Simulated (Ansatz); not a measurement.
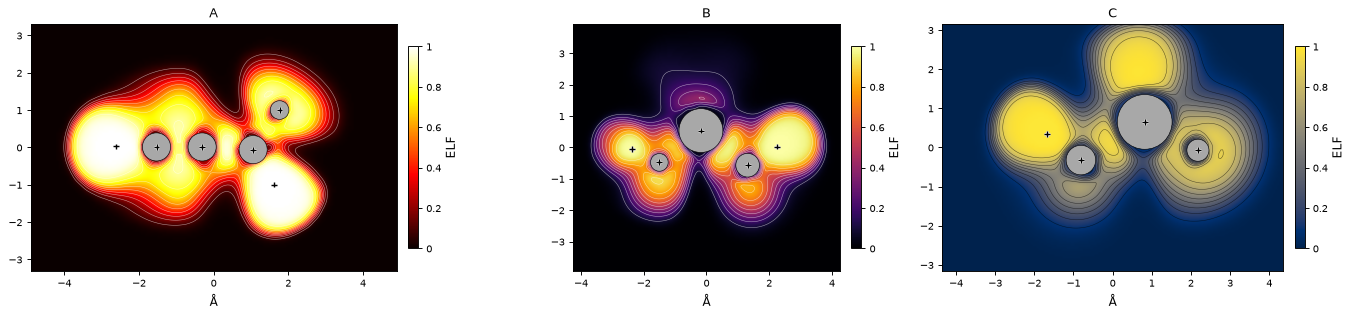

The ELF of 3 systems, each on a plane through atoms (crosses mark nuclei in the plane; grey discs cover the cores).

Level of theory: Ansatz 0.2.0, isolated molecule in a Gaussian basis; Kohn-Sham density functional theory, functional PBE0.

System 1: CH3OSi (SMILES C[Si]=O) (doublet), the plane of atoms C1, Si3 and O2. Geometry: PBE0-D3(BJ)/pcseg-1.

```csv
atom,x (Å),y (Å),z (Å)
C,0.4976,-0.3899,0.4135
O,-2.0102,-1.8444,1.1825
Si,-1.1206,-0.6038,1.3847
H,0.2515,-0.4003,-0.6562
H,1.0121,0.5404,0.6724
H,1.1399,-1.2516,0.6365
```

System 2: CH6OSSi, the plane of atoms Si4, O2 and H9. Geometry: B3LYP-D3(BJ)/def2-SVP.

```yaml
atoms:
  - { symbol: C, position_ang: [-2.1006, -0.7108, -0.7750] }
  - { symbol: O, position_ang: [-1.2311, 1.8825, -1.4717] }
  - { symbol: S, position_ang: [-3.9219, 1.9083, 0.2418] }
  - { symbol: Si, position_ang: [-2.6373, 1.0106, -1.2502] }
  - { symbol: H, position_ang: [-2.9757, -1.3606, -0.6216] }
  - { symbol: H, position_ang: [-1.5153, -0.6883, 0.1580] }
  - { symbol: H, position_ang: [-1.4676, -1.1500, -1.5629] }
  - { symbol: H, position_ang: [-3.4989, 1.0246, -2.4665] }
  - { symbol: H, position_ang: [-1.3356, 2.8285, -1.6308] }
  - { symbol: H, position_ang: [-3.0539, 1.7212, 1.2644] }
```

System 3: C3H2F (SMILES [CH+]=C=CF) (charge +1), the molecular plane. Geometry: B3LYP/6-31G*.

```xyz
6

C    -1.5714    0.2385   -1.5580
C    -0.2156    0.4038   -1.4796
C     1.0027    0.4966   -1.4391
F    -2.3644    1.1157   -1.0815
H    -2.0556   -0.6261   -2.0181
H     2.0755    0.5899   -1.3972
```

Which map belongs to which system?

Panel A is system 3, C3H2F: the plane holds C, F and H. C–C (1.22 Å): the ELF peaks at about 0.85 between the atoms: a multiple bond. Panel B is system 2, CH6OSSi: the plane holds C, O, Si and H. Si–O (1.67 Å): the ELF peaks at about 0.85 between the atoms, as expected for a shared but strongly polarised pair. Panel C is system 1, CH3OSi: the plane holds C, O, Si and H. Si–O (1.54 Å): the ELF peaks at about 0.85 between the atoms, as expected for a polar covalent bond.
